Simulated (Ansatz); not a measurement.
Consider CH$_{5}$BrFNOSi (SMILES N[Si](O)(Br)CF).

Input file:

```
crystal:
  periodic: [false, false, false]
  atoms:
    - { symbol: "N", position_ang: [-1.4348, -1.0157, -0.1879] }
    - { symbol: Si, position_ang: [-0.259, 0.1111, 0.2409] }
    - { symbol: O, position_ang: [0.3418, -0.6309, 1.564] }
    - { symbol: Br, position_ang: [-1.1957, 1.9553, 0.9284] }
    - { symbol: C, position_ang: [0.9621, 0.4868, -1.1089] }
    - { symbol: F, position_ang: [2.0291, 1.1694, -0.5569] }
    - { symbol: H, position_ang: [-1.07469, -1.62632, -0.84371] }
    - { symbol: H, position_ang: [-2.16376, -0.45998, -0.64092] }
    - { symbol: H, position_ang: [1.0527, -0.0998, 2.0926] }
    - { symbol: H, position_ang: [1.3476, -0.4143, -1.537] }
    - { symbol: H, position_ang: [0.5273, 1.1292, -1.8538] }
basis:
  gaussian: { orbitals: def2-SVP }
hamiltonian:
  xc: { name: BHLYP }
relax:
  f_tol: 0.015
  max_steps: 40
output:
  orbitals: {}
```

Launched as:

```sh
ansatz run input.yaml --threads 2 --pin off --max-ram 3072MiB --backend cpu --events-out ev --progress --plain --runs-dir out
```

The fields are those of the relaxed geometry.

These are results of RKS BHLYP/def2-SVP (Ansatz), not measurements.

Question: What will maps of the electron density and electron localisation function show?

Answer: Si–N (1.70 Å): the density is about 1.2 e/Å³ at the midpoint; the ELF peaks at about 0.90 between the atoms, as expected for a shared but strongly polarised pair.
Si–Br (2.23 Å): the density is about 0.77 e/Å³ at the midpoint; the ELF peaks at about 0.90 between the atoms (a shared but strongly polarised pair).

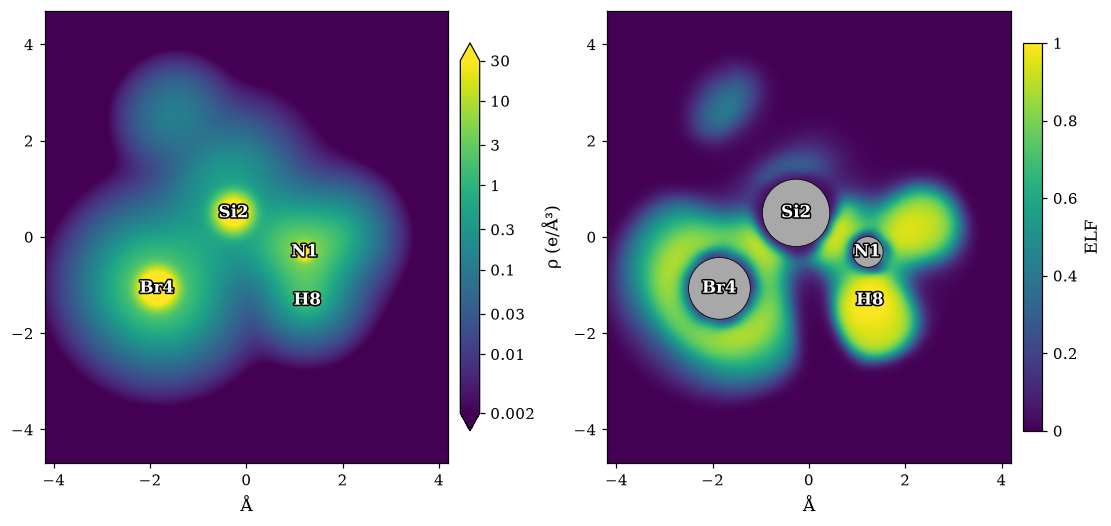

Computed electron density and electron localisation function on the plane of atoms Si2, N1 and H8, in this order. Grey discs cover the atomic cores in the ELF map. 
